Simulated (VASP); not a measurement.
```xyz
6
Lattice="4.3634 0.0000 0.0000 0.0000 4.3634 0.0000 0.0000 0.0000 4.3634" Properties=species:S:1:pos:R:3 pbc="T T T"
Cu     3.2725     1.0908     3.2725
Cu     1.0908     3.2725     3.2725
Cu     3.2725     3.2725     1.0908
Cu     1.0908     1.0908     1.0908
O      0.0000     0.0000     0.0000
O      2.1817     2.1817     2.1817
```

The numbers are results of RPBE GGA, VASP's PBE PAW potentials (set 64) (plane waves; VASP), not measurements. Numerical set-up: 520 eV cut-off, 6×6×6 Γ-centred mesh, tetrahedra with Blöchl corrections, potentials Cu O.

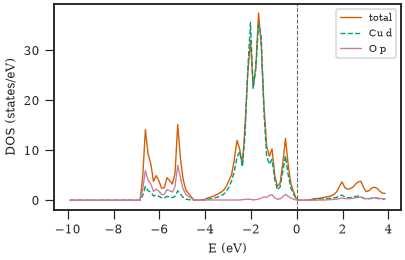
Figure: Total and projected density of states, zero at the valence-band maximum

Within 2 eV below the valence-band maximum the largest weight inside VASP's projection spheres is Cu d.

The gap is direct, 0.40 eV, from the valence maximum at Γ to the conduction minimum at Γ.

The compound is Cu2O in the cuprite structure. It was relaxed first, which changed the volume by +7 %.
